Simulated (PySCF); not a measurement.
C5H6SSe, SMILES [SeH]Cc1cccs1, singlet, GFN2-xTB optimised geometry. Atoms within 1.6 Å of the plane z = 0.0 Å (x, y, z in Å): C2 (0.00, 2.05, -0.02), C3 (-0.19, 0.59, 0.01), C4 (0.76, -0.38, 0.00), C5 (0.21, -1.69, 0.00), C6 (-1.14, -1.69, 0.00), S7 (-1.79, -0.10, 0.00), H9 (0.96, 2.34, 0.41), H10 (-0.81, 2.58, 0.48), H11 (1.81, -0.18, 0.00), H12 (0.81, -2.58, 0.00), H13 (-1.81, -2.52, 0.00).

Calculation: PySCF with CAM-B3LYP/def2-TZVP. Cells within 0.4 Å of a nucleus heavier than hydrogen are left out (blank, or x).

Map of the electrostatic potential (hartree/e), clipped to [-0.08, 0.12] on the plane z = 0.0 Å:

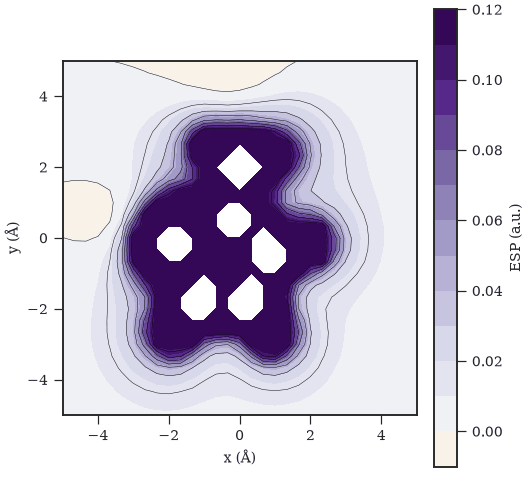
Figure: Electrostatic potential (hartree/e), clipped to [-0.08, 0.12] on the plane z = 0.0 Å.
